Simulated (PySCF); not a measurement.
**C2H5AlCl3NO (SMILES C/C(N)=[O+]/[Al-]([Cl])([Cl])[Cl]): density, localisation and related maps**

```json
{"atom": "C", "x (Å)": "1.9872", "y (Å)": "0.2768", "z (Å)": "-0.3339"}
{"atom": "C", "x (Å)": "0.6042", "y (Å)": "-0.0603", "z (Å)": "0.1069"}
{"atom": "N", "x (Å)": "0.4056", "y (Å)": "-1.0575", "z (Å)": "0.9464"}
{"atom": "O", "x (Å)": "-0.3420", "y (Å)": "0.6258", "z (Å)": "-0.3505"}
{"atom": "Al", "x (Å)": "-2.1968", "y (Å)": "0.5253", "z (Å)": "-0.4125"}
{"atom": "Cl", "x (Å)": "-2.5519", "y (Å)": "-0.5820", "z (Å)": "-2.1780"}
{"atom": "Cl", "x (Å)": "-2.6610", "y (Å)": "-0.6090", "z (Å)": "1.3721"}
{"atom": "Cl", "x (Å)": "-2.8793", "y (Å)": "2.5174", "z (Å)": "-0.3563"}
{"atom": "H", "x (Å)": "2.0402", "y (Å)": "0.1499", "z (Å)": "-1.4251"}
{"atom": "H", "x (Å)": "2.1674", "y (Å)": "1.3405", "z (Å)": "-0.1236"}
{"atom": "H", "x (Å)": "2.7570", "y (Å)": "-0.3367", "z (Å)": "0.1495"}
{"atom": "H", "x (Å)": "1.1800", "y (Å)": "-1.5922", "z (Å)": "1.3146"}
{"atom": "H", "x (Å)": "-0.5536", "y (Å)": "-1.2398", "z (Å)": "1.2723"}
```

Geometry: PBE0-D3(BJ)/def2-SVP.

Method: wB97X-D/def2-SVPD, SCF density, gas phase (PySCF 2.14.0).

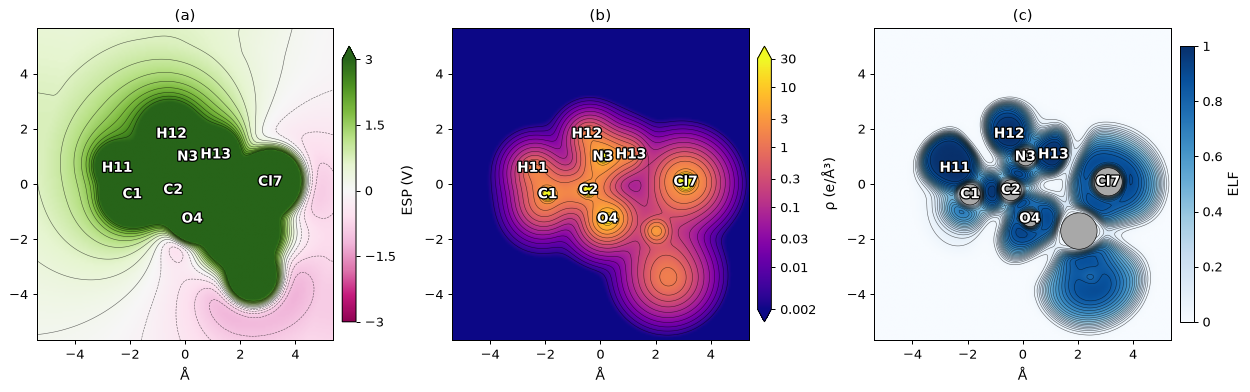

Figure 1. (a) electrostatic potential; (b) total electron density; (c) electron localisation function on the plane of atoms C2, N3 and H13. Grey discs cover the atomic cores in the ELF map.

Q: What do the fields say about this system?

A: The section cuts through C, N, O, Cl and H sites.
C–O (1.26 Å): ρ at the midpoint is about 3 e/Å³; the ELF peaks at about 0.90 between the atoms (a polar covalent bond).
C–N (1.32 Å): ρ at the midpoint is about 2.6 e/Å³; the ELF peaks at about 0.90 between the atoms, as expected for localised, covalent bonding.
C–C (1.49 Å): ρ is about 1.8 e/Å³ halfway; the ELF peaks at about 1 between the atoms; a shared electron pair.
N–H (1.01 Å): the density is about 2.9 e/Å³ at the midpoint; the ELF climbs to about 1 towards the hydrogen, as it does in any bond to H; an ordinary covalent bond to hydrogen.
The ELF also peaks beside Cl8, O4 and Cl7, away from the bonds: lone-pair regions.
Outside the dense part of the molecule the potential is most negative (−1.2 V) near Cl8, which lies off the plane.

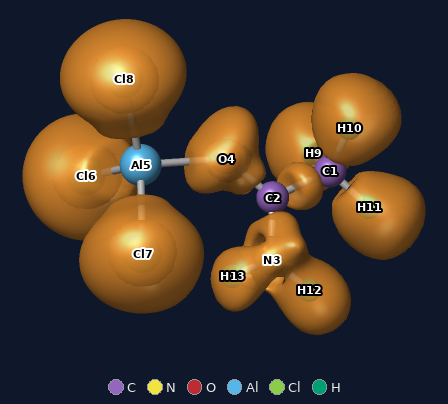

Figure 2. Isosurface of the ELF at 0.75 (orange), seen at a tilt. Only the valence region is drawn (cores and ρ < 0.01 e/Å³ removed).

Q: Where are the electrons localised?

A: The surface consists of one region between bonded C–C atoms (shared pairs), three regions around hydrogen nuclei, three regions on Cl in which the atom's valence shell and bonds are merged, one region on O in which the atom's valence shell and bonds are merged and one joined region spread over several atoms (H, N), in which their bonds and any lone pairs are merged.

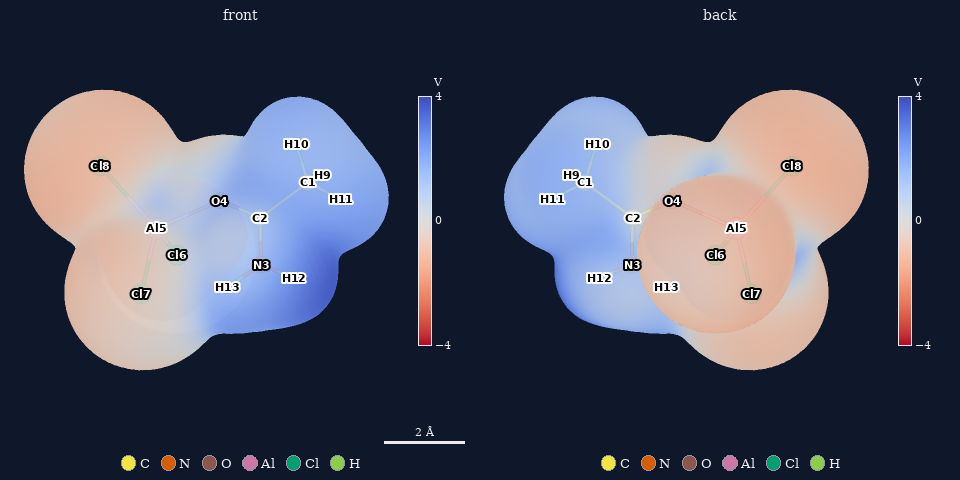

Figure 3. The electrostatic potential painted on the density surface at 0.002 e/bohr³, seen from the front and from behind; red is negative and blue positive.

Q: Which sites attract a positive test charge, and which a negative one?

A: A positive charge is drawn to the negative regions and a negative charge to the positive ones. The most negative region (about −1.2 V) lies over Cl6 and Cl8, the most positive (about +3.5 V) over H12.
